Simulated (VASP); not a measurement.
Band structure of BN (space group F-43m). Method: PBEsol GGA, VASP's PBE PAW potentials (set 64) (plane waves; VASP).

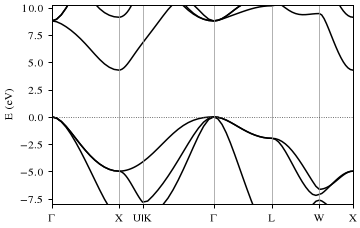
Bands along high-symmetry lines, zero at the valence-band maximum or, without a gap, the Fermi level

**Question.** Read the plot: is there a gap, and where are the band edges?

**Answer.** The gap is indirect, 4.28 eV, from the valence maximum at Γ to the conduction minimum at X. (Edges off the drawn lines would not show.)

The structure comes from a measured BN entry (F-43m) of the Crystallography Open Database, whose conditions weren't checked. It was relaxed first.
